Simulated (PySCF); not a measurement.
**H₄Si, SMILES `[SiH4]`: what the electrons do**

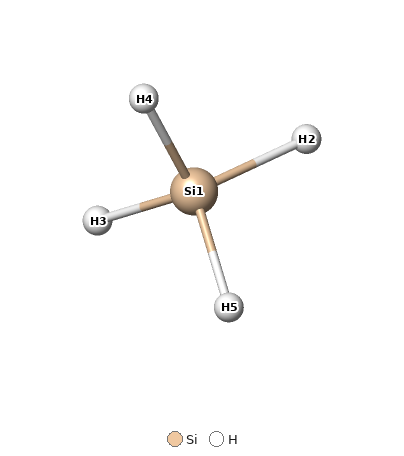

The molecule, with its atoms numbered as below. No frequency check shows the geometry to be a minimum.

Geometry (Å), atoms numbered from 1:

```
Si1      0.0000    0.0000    0.0001
H2      -1.1052    0.4491    0.8429
H3       1.1052   -0.4491    0.8429
H4       0.4492    1.1048   -0.8433
H5      -0.4492   -1.1048   -0.8433
```

## 1. Bonding charge

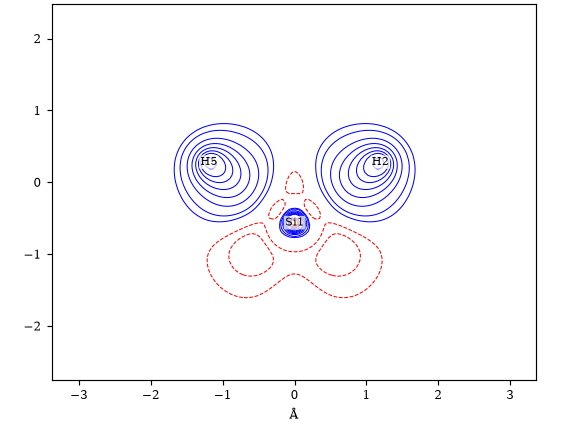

Deformation density (molecule less spherical, spin-averaged free atoms) in the plane of Si1, H2 and H5; contours at ±0.05 to ±0.8 e/Å³; solid blue lines: gain, dashed red lines: loss.

Method: ωB97X/6-31+G*; geometry: GFN2-xTB; program: PySCF.

**How much density has each bond in this plane gained at its critical point, relative to the free atoms?**

Si1–H2 and Si1–H5: +0.20 e/Å³ at the bond critical point (bond length 1.46 Å). In all, 1.1 electrons gather in the regions of gain relative to the promolecule.

**Where do the Hirshfeld charges lie?**

The highest Hirshfeld charge is on Si1 (+0.32 e), the lowest on H2, H3, H4 and H5 (−0.08 e).

| atom | charge (e) |
| --- | --- |
| Si1 | +0.32 |
| H2 | −0.08 |
| H3 | −0.08 |
| H4 | −0.08 |
| H5 | −0.08 |

## 2. Bond critical points

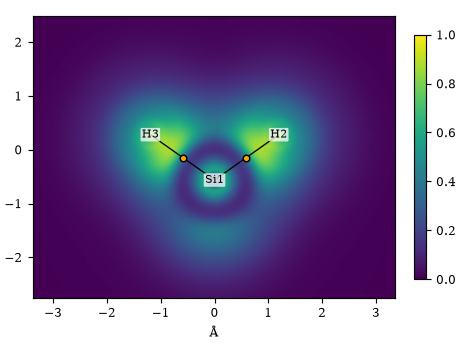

Localised orbital locator (LOL) in the plane of Si1, H2 and H3, with bond paths and bond critical points (dots).

**What values does LOL take at the bond critical points in this plane?**

Si1–H2 and Si1–H3: about 0.40. Values above 0.5 mark slow, localised electrons, as in shared pairs; low values at a critical point mark a polar or closed-shell contact whose critical point lies between the shells.

## 3. Local ionisation energy

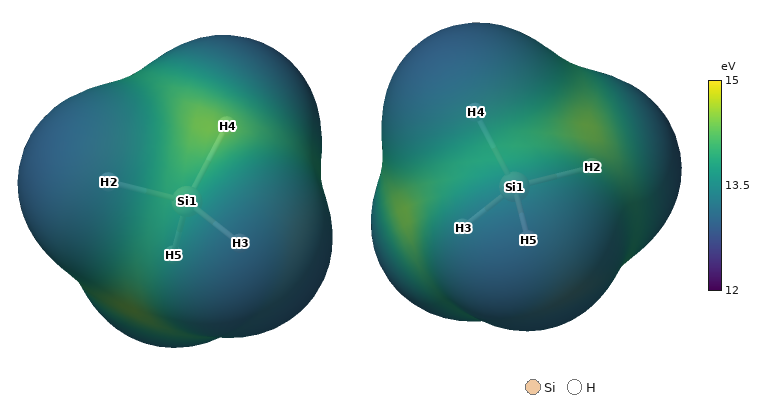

Average local ionisation energy on the surface of electron density 0.001 a.u. (back view left, front view right).

**Locate the minima of the map.**

The lowest value is 12.9 eV, 1.5 Å from H4, and at like points elsewhere. For comparison, the highest occupied orbital lies at −12.4 eV.

**What volume does the surface enclose, and what is the dipole moment?**

About 62 Å³; the dipole moment is 0.0 D.

## 4. Localised orbitals

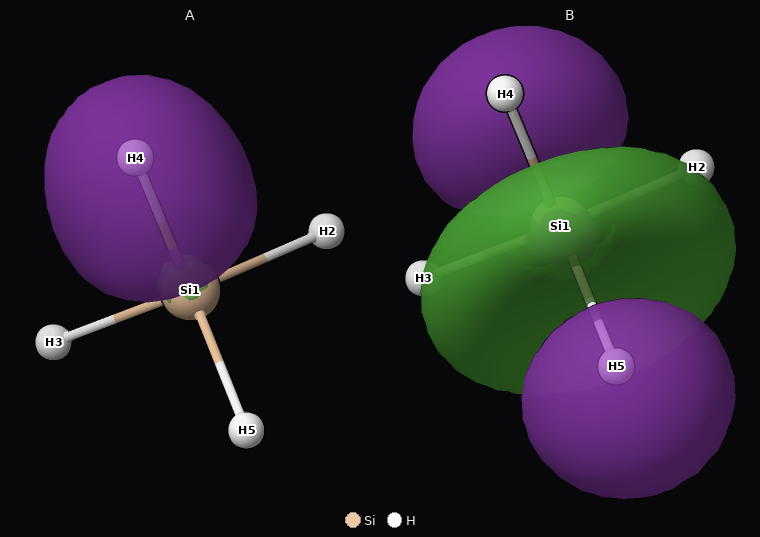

Intrinsic bond orbitals (IBO), occupied and valence-virtual; each surface holds about 70 % of the orbital's density. Energies are diagonal elements of the Fock matrix.

PySCF calculation, B3LYP/def2-SVP, gas phase; geometry: GFN2-xTB.

**Name the orbitals, with their atomic make-up and energies.**

By panel:
- A: σ bond H4–Si1 (H4 56 %, Si1 44 %; −11.0 eV)
- B: σ* orbital Si1–H5 (Si1 56 %, H5 44 %; 4.9 eV)

**How do all the valence pairs divide up?**

4 pairs: 4 σ bonds.

## 5. Stretching a bond

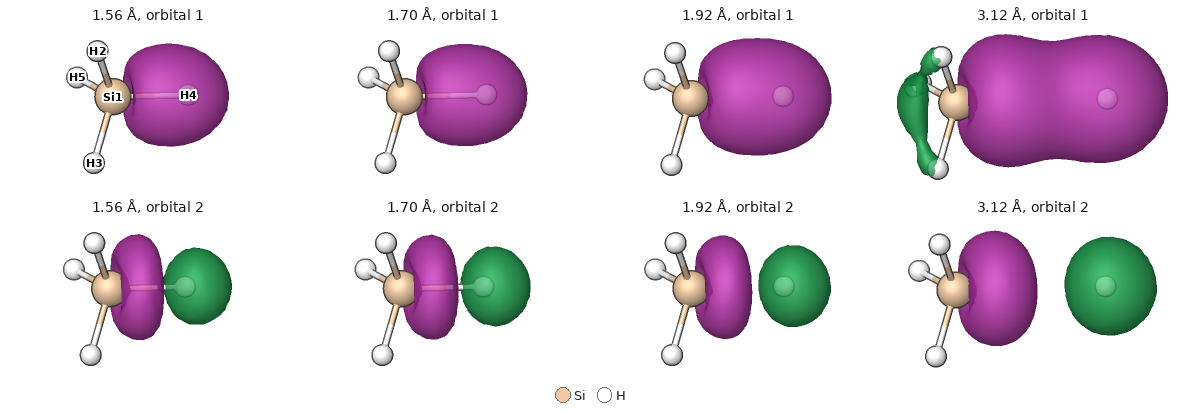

Rigid stretch of the Si1–H4 bond. The two CASSCF(2,2) natural orbitals nearest half filling (orbital 1 the more occupied).

Computed with PySCF, def2-TZVP basis, geometry: GFN2-xTB.

**How do the occupations change along the stretch?**

1.56 Å: 1.98 and 0.02; 1.70 Å: 1.97 and 0.03; 1.92 Å: 1.95 and 0.05; 3.12 Å: 1.54 and 0.46. At the longest distance computed (3.98 Å) they are 1.20 and 0.80, and the effective number of unpaired electrons is 1.8.

**Where does the UHF solution part from RHF?**

Between 1.92 Å (⟨S²⟩ = 0, the two coincide) and 2.20 Å (⟨S²⟩ = 0.10); at 3.98 Å ⟨S²⟩ is 0.99 and UHF lies 3.3 eV below RHF.

**How much energy does the stretch cost?**

By CASSCF, 3.6 eV from the lowest point of the scan (1.56 Å) to 3.98 Å; RHF gives 6.6 eV from its own lowest point. The fragments aren't relaxed and dynamic correlation is missing, so this isn't a bond dissociation energy.

The PySCF runs shown took 2.3 s, 1.7 s and 22 s on 1 thread of Intel(R) Xeon(R) Platinum 8488C (Sapphire Rapids), on a shared host.
